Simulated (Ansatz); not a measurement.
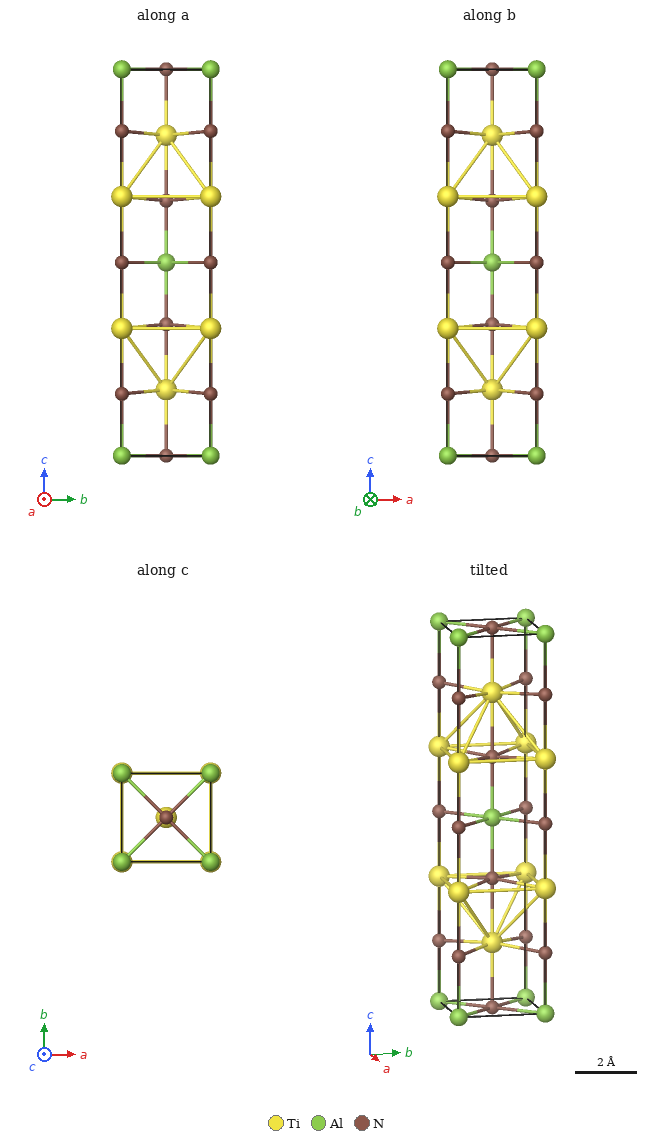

Shown here is a ball-and-stick view of the crystal, taken along the a axis, along the b axis, along the c axis and slightly off an axis. The frame is the conventional unit cell; atoms at its boundary are shown with their periodic copies.

Lattice parameters: a = 2.945 Å, b = 2.945 Å, c = 12.820 Å, α = 90.00°, β = 90.00°, γ = 90.00°.

Reconstruct the structure as a table of Wyckoff sites, with free fractional coordinates to two decimals.

Space group I4/mmm (No. 139).
| atom | site | x | y | z |
| --- | --- | --- | --- | --- |
| Ti | 4e | 0.50 | 0.50 | 0.17 |
| Al | 2a | 0.00 | 0.00 | 0.00 |
| N | 4e | 0.00 | 0.00 | 0.16 |
| N | 2b | 0.50 | 0.50 | 0.00 |

Its origin is a structure type filled with these elements by a generator (whether the compound takes this form wasn't checked). The structure drawn was relaxed with DFT PBE, scalar-relativistic, plane waves, PAW (Ansatz 0.2.0).
